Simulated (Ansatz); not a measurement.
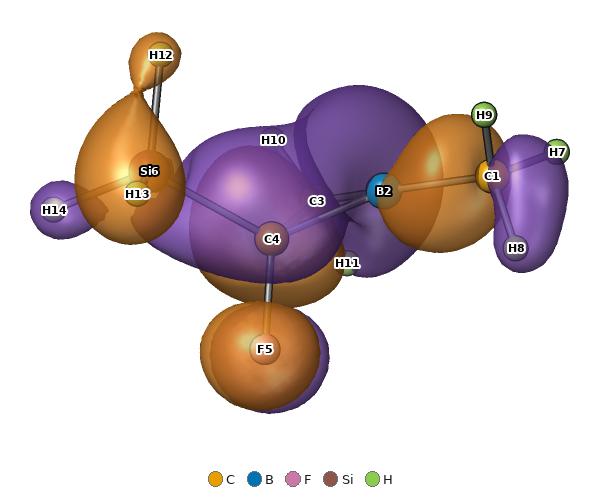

The picture shows: C3H8BFSi. The HOMO−1 at ±0.08 Å⁻³ᐟ² (orange and purple are the two phases), seen from one side.

All numbers below come from Ansatz 0.2.0, RKS B3LYP/cc-pVDZ.

```
atom    x (Å)    y (Å)    z (Å)
   C  -1.3062  -1.1720   1.5194
   B  -0.3870  -0.7172   0.3631
   C   0.5513  -1.0609  -0.8019
   C  -0.0821   0.3558  -0.7070
   F  -1.1123   0.6479  -1.6307
  Si   1.0733   1.8378  -0.5133
   H  -1.2356  -2.2391   1.7791
   H  -2.3589  -0.9161   1.3010
   H  -1.0515  -0.5802   2.4203
   H   1.6443  -1.1180  -0.8124
   H   0.0904  -1.7583  -1.5192
   H   2.1368   1.4941   0.4840
   H   0.3066   3.0270  -0.0306
   H   1.7180   2.1699  -1.8229
```

Question: Describe this orbital and give its energy.

Answer: It lies mainly on C3 (about 30 %), C4 (about 20 %), F5 (about 15 %), B2 (about 10 %) and Si6 (about 5 %). Its energy is −7.48 eV.
